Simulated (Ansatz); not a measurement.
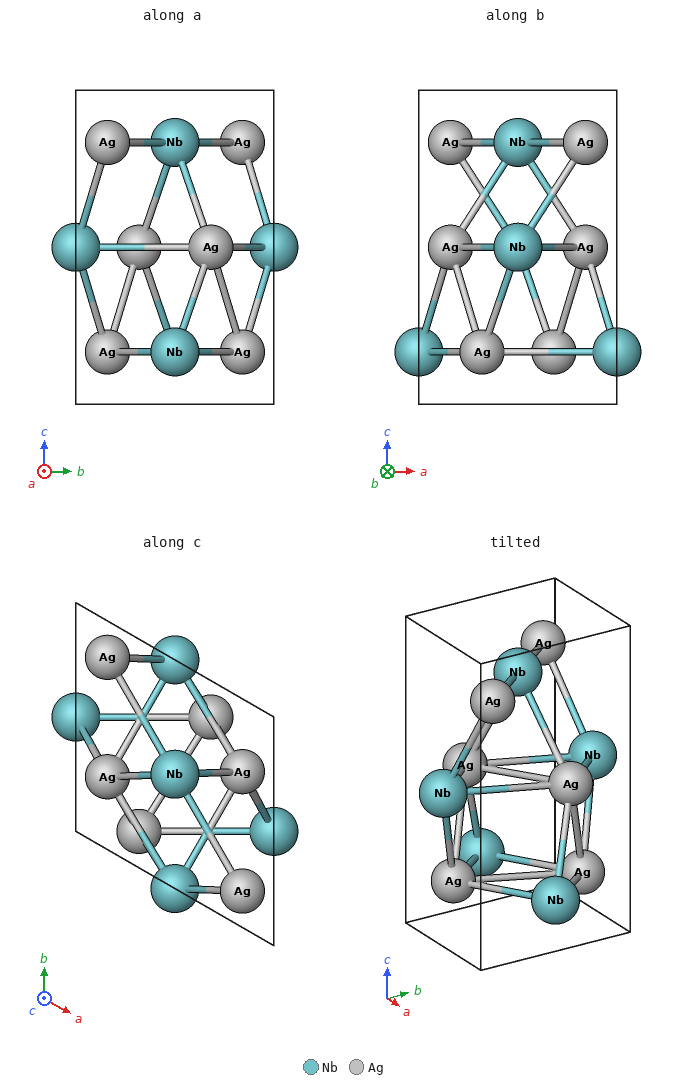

We look at a ball-and-stick model of the crystal along the a axis, along the b axis, along the c axis and slightly off an axis. The conventional unit cell is drawn as a box.

Lattice parameters: a = 5.1307 Å, b = 5.1307 Å, c = 7.0502 Å, α = 90.000°, β = 90.000°, γ = 120.000°.

> Convert the drawing into a CIF with its space group and independent sites, with free fractional coordinates to two decimals.

```cif
data_structure
_symmetry_space_group_name_H-M 'P 62 2 2'
_symmetry_Int_Tables_number 180
_cell_length_a 5.1307
_cell_length_b 5.1307
_cell_length_c 7.0502
_cell_angle_alpha 90.000
_cell_angle_beta 90.000
_cell_angle_gamma 120.000
_cell_volume 160.72
loop_
_atom_site_label
_atom_site_type_symbol
_atom_site_symmetry_multiplicity
_atom_site_Wyckoff_symbol
_atom_site_fract_x
_atom_site_fract_y
_atom_site_fract_z
_atom_site_occupancy
Nb1 Nb 3 d 0.50 0.00 0.50 1
Ag1 Ag 6 j 0.16 0.32 0.50 1
```

This is a generated cell, made by putting these elements into a known structure type (the compound may or may not exist in this form), not relaxed. It was the input of a calculation with Ansatz.
